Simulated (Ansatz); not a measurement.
System: C$_{2}$H$_{5}$ClGeO.

```yaml
atoms:
  - { symbol: C, position_ang: [-1.1215, -1.0057, -0.1942] }
  - { symbol: Ge, position_ang: [0.4422, -0.1297, 0.5554] }
  - { symbol: Cl, position_ang: [2.2146, -1.3456, 0.1841] }
  - { symbol: C, position_ang: [0.7794, 1.6126, -0.3593] }
  - { symbol: O, position_ang: [-0.1195, 2.3706, -0.5116] }
  - { symbol: H, position_ang: [-1.9690, -0.3195, -0.1610] }
  - { symbol: H, position_ang: [-0.9348, -1.2842, -1.2312] }
  - { symbol: H, position_ang: [-1.3678, -1.9035, 0.3724] }
  - { symbol: H, position_ang: [0.3625, 0.0905, 2.0650] }
  - { symbol: H, position_ang: [1.7969, 1.8635, -0.7166] }
```

Computed with RHF/def2-SVP (Ansatz 0.2.0).

> Predict the electron density and electron localisation function between the atoms.

C–Ge (1.94 Å): ρ at the midpoint is about 0.93 e/Å³; the ELF peaks at about 0.95 between the atoms, as expected for localised, covalent bonding.
C–H (1.09 Å): ρ at the midpoint is about 1.9 e/Å³; the ELF climbs to about 1 towards the hydrogen, as it does in any bond to H (an ordinary covalent bond to hydrogen).
C–Ge (2.00 Å): the density is about 0.89 e/Å³ at the midpoint; the ELF peaks at about 1 in the valence shell of C, 0.7 Å from its nucleus, and is about 0.80 at the midpoint.

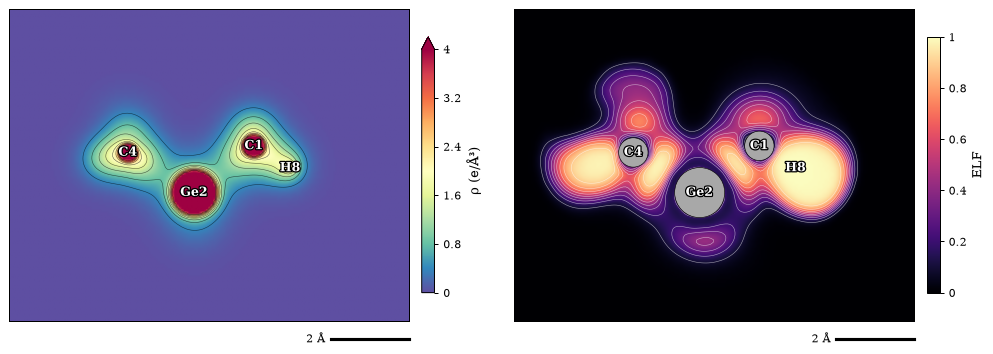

Computed electron density and electron localisation function on the plane of atoms Ge2, C1 and H8, in this order. Grey discs cover the atomic cores in the ELF map. 
